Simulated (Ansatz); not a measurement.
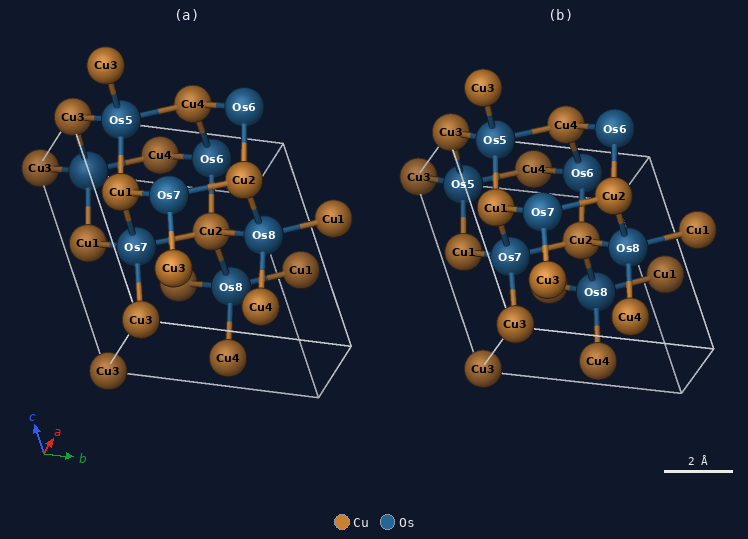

The structure of a crystal of CuOs (built on the zinc blende_216 type) (coarse preliminary run) before (left) and after (right) a relaxation, at one scale.

A ball-and-stick model of the cell of the calculation, repeated 2 × 1 × 1 with one cell outlined, seen from a free direction.

These are results of DFT PBE, scalar-relativistic, plane waves, PAW (Ansatz 0.2.0), not measurements. Settings: plane-wave cutoff 420 eV; k-point mesh 6 × 4 × 4; occupations gaussian; smearing width 0.1 eV; no spin polarisation; cell and atoms relaxed; force threshold 0.015 eV/Å; at most 120 steps.

**Describe what moved and what it gained.**

The run was cut off at its time limit before the relaxation converged, so the last structure is only a point on the way. Os8 moves most relative to the cell: 0.11 Å roughly along [0 −3 −1]. By element the largest moves are Os 0.11 Å, Cu 0.07 Å. The drawn cell changes as follows: a 3.868 → 3.933 Å (+1.7 %), b 6.530 → 6.207 Å (−5.0 %), c 6.661 → 6.466 Å (−2.9 %), α 108.2° → 105.6°, β 90.7° → 97.6°, γ 92.0° → 93.0°; the volume changes by −6.0 %. Near-neighbour distances that change, for instance: Cu4–Os6 2.438 → 2.307 Å, Cu1–Os7 2.411 → 2.287 Å, Cu2–Os8 2.425 → 2.315 Å, Cu1–Os7 (another image) 2.219 → 2.324 Å. Among the angles between lasting bonds that change: Cu1–Os8–Cu2 108.3° → 98.9°, Os7–Cu2–Os8 110.0° → 101.8°, Cu2–Os8–Cu4 111.0° → 118.9°. The space group stays P1 (No. 1). The energy falls by 93.8 meV per atom in 2 geometry steps. Largest force component: 1.6 eV/Å at the start, 0.43 eV/Å at the end. Pressure: −2.46 GPa at the start and 1.68 GPa at the end.
